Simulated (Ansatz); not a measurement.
## Run report: C₂H₈AlCl, nudged elastic band

System: C₂H₈AlCl.
Method: RKS PBE-D4/def2-SVP (Ansatz 0.2.0).

One setting was made poor on purpose. It belongs to a series of runs on one base structure; here: an input spoilt on purpose.

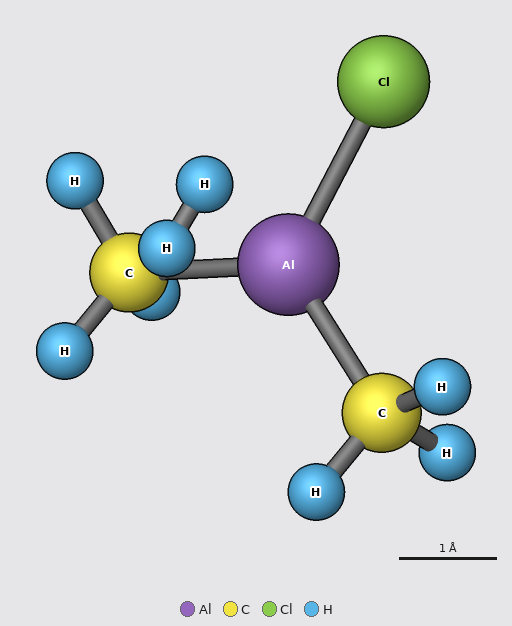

The input geometry (ball-and-stick view, seen at a tilt). Sticks mark near contacts. Bond lengths as drawn: Al–C 1.96 Å, Al–Cl 2.15 Å, C–H 1.11 Å and H–H 0.77 Å.

### Input
```yaml
crystal:
  periodic: [false, false, false]
  atoms:
    - { symbol: Al, position_ang: [-0.163359, 0.513425, 0.166105] }
    - { symbol: C, position_ang: [1.657191, 0.118993, 0.768209] }
    - { symbol: C, position_ang: [-0.901989, 0.067687, -1.591267] }
    - { symbol: Cl, position_ang: [-1.339994, 1.801929, 1.418093] }
    - { symbol: H, position_ang: [-0.92401, -1.574737, 1.025229] }
    - { symbol: H, position_ang: [-1.313371, -1.056961, 1.448858] }
    - { symbol: H, position_ang: [2.349915, 0.922998, 0.436242] }
    - { symbol: H, position_ang: [1.730784, 0.069139, 1.873903] }
    - { symbol: H, position_ang: [2.044889, -0.832556, 0.347415] }
    - { symbol: H, position_ang: [-2.010647, 0.026899, -1.583591] }
    - { symbol: H, position_ang: [-0.516767, -0.901036, -1.97555] }
    - { symbol: H, position_ang: [-0.612643, 0.84422, -2.333747] }
basis:
  gaussian: { orbitals: def2-SVP }
hamiltonian:
  xc: pbe
  dispersion: d4
neb:
  order_check: false
  images: 4
  f_tol: 0.05
  max_iterations: 8
  climbing: false
  final_atoms:
    - { symbol: Al, position_ang: [-1.19506541, 0.28505439, 0.40386781] }
    - { symbol: C, position_ang: [1.54464307, -0.32700155, 0.846538] }
    - { symbol: C, position_ang: [-0.94946335, 0.00032513, -1.51434829] }
    - { symbol: Cl, position_ang: [-1.15613342, 2.30381867, 1.12162736] }
    - { symbol: H, position_ang: [0.77082347, -1.11140823, 0.98177987] }
    - { symbol: H, position_ang: [-1.71175952, -0.80266272, 1.44927249] }
    - { symbol: H, position_ang: [1.13585811, 0.69932434, 0.96840326] }
    - { symbol: H, position_ang: [2.30191244, -0.47374702, 1.63925781] }
    - { symbol: H, position_ang: [2.00285572, -0.42586262, -0.15372603] }
    - { symbol: H, position_ang: [-1.88961599, 0.24725426, -2.05511831] }
    - { symbol: H, position_ang: [-0.69644245, -1.05295222, -1.75760707] }
    - { symbol: H, position_ang: [-0.15761367, 0.65785759, -1.93004789] }
  initial_path: idpp
  relax_end_points: true
```

Launched with:
```bash
ansatz run input.yaml --threads 2 --pin off --max-ram 3072MiB --backend cpu --events-out ev --progress --plain --runs-dir out
```

### Output
```
Error: invalid value for `basis.gaussian`: such a run doesn't read neb.relax_end_points; remove what it names
```

### What the run reported

| quantity | value |
| --- | --- |
| outcome | refused by the program |
| hardware | 2 threads of Arm Neoverse V2, 24 GiB of memory available, shared host |

The program refused the input: “invalid value for `basis.gaussian`: such a run doesn't read neb.relax_end_points; remove what it names” A deliberately poor setting: bad input.
